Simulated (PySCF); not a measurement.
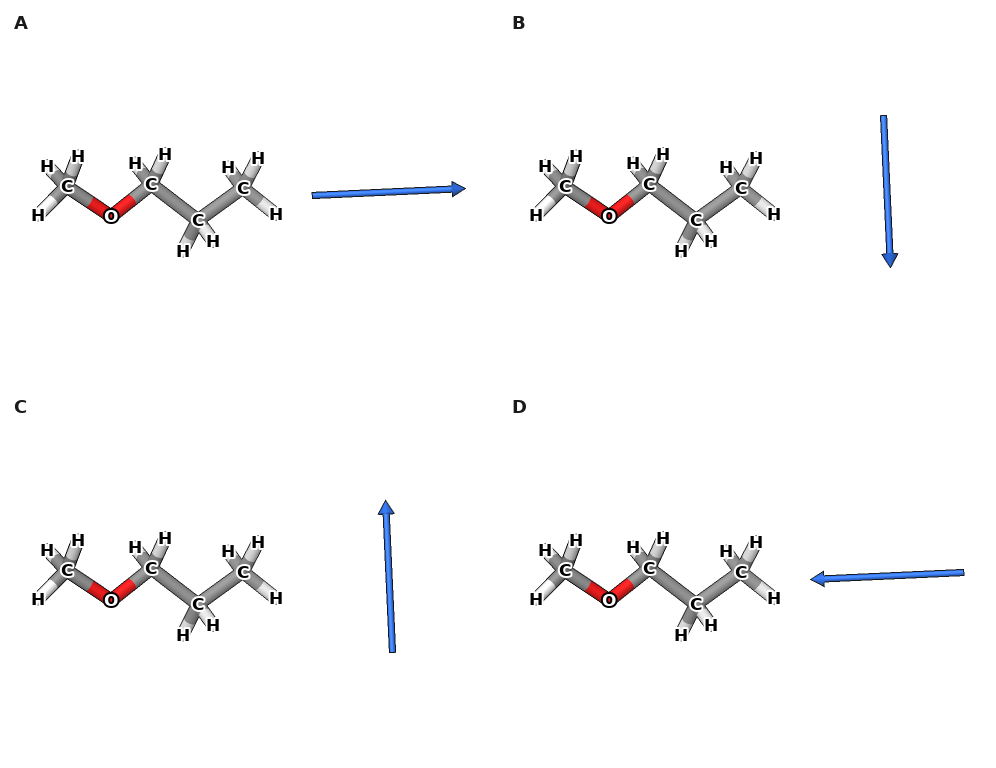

The same molecule four times, each with an arrow. The geometry was computed by an optimisation with GFN2-xTB. No frequency run is at hand to confirm it as a minimum. Method: B3LYP/pcJ-1, gas phase (PySCF 2.14.0).

Which arrow points along the dipole moment, from the negative to the positive end?

C. The dipole moment is 1.14 D.
